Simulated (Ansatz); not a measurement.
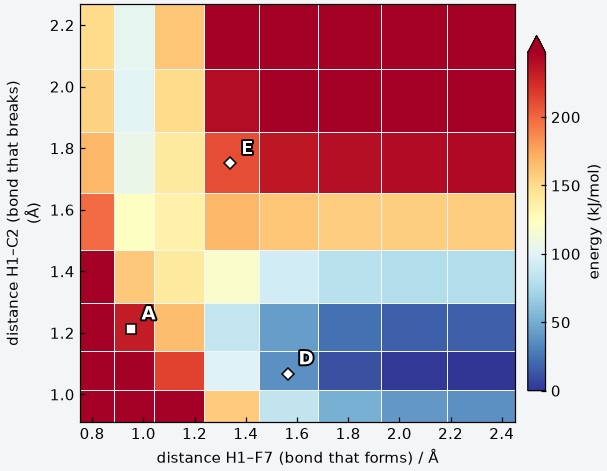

The reacting system C2H5FOS (one molecule; an intramolecular shuttled-shift). The first coordinate is: distance H1–F7 (bond that forms); the second: distance H1–C2 (bond that breaks). Relaxed at each point: all other coordinates. Grid: 8 × 8 points. Points are written as (first, second). Energies: kJ/mol, counted from the lowest grid point. Energies and slopes of some neighbouring points disagree (a jump in structure or state, or too coarse a mesh). The reference is spin-restricted, so regions where a bond is pulled apart into radicals lie too high. Computed with RKS PBE0-D4/def2-SVP in Ansatz.

Drawn: one coloured cell a grid point, one colour for all values above the top of the scale, lettered points.

### Is A the lowest point of the computed grid?

No. A lies 233 kJ/mol above the lowest grid point, which is at (2.319 Å, 1.068 Å).

### Rank the lettered points by energy, lowest first.

D (38 kJ/mol), E (210 kJ/mol), A (233 kJ/mol).
